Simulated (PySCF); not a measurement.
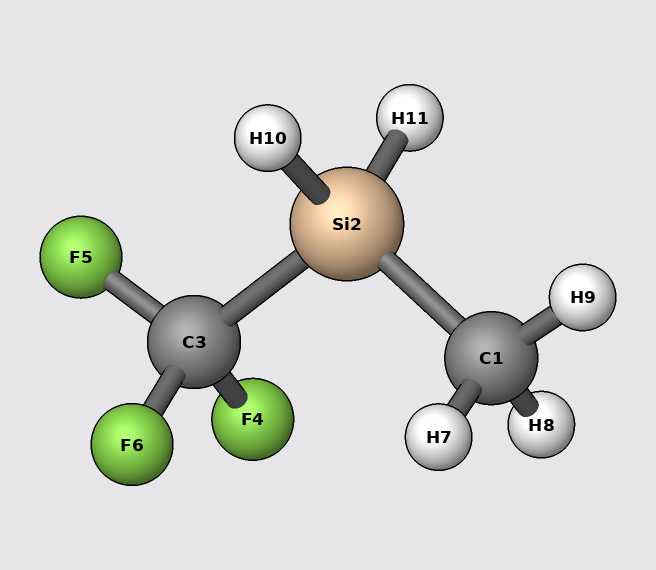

The questions are on IAO charges. The geometry was computed by an optimisation with PBE0-D3(BJ)/def2-SVP. No frequency run is at hand to confirm it as a minimum. Level of theory: PBE0/pcSseg-1 in cyclohexane (IEF-PCM) (PySCF 2.14.0).

> Which atom carries the highest charge (most positive or least negative)?

Si2 (0.75 e).

> And the lowest?

C1 (−0.72 e).

Give the IAO charges atom by atom.

| atom | value (e) |
| --- | --- |
| C1 | −0.72 |
| Si2 | 0.75 |
| C3 | 0.55 |
| F4 | −0.29 |
| F5 | −0.28 |
| F6 | −0.29 |
| H7 | 0.17 |
| H8 | 0.17 |
| H9 | 0.17 |
| H10 | −0.11 |
| H11 | −0.11 |
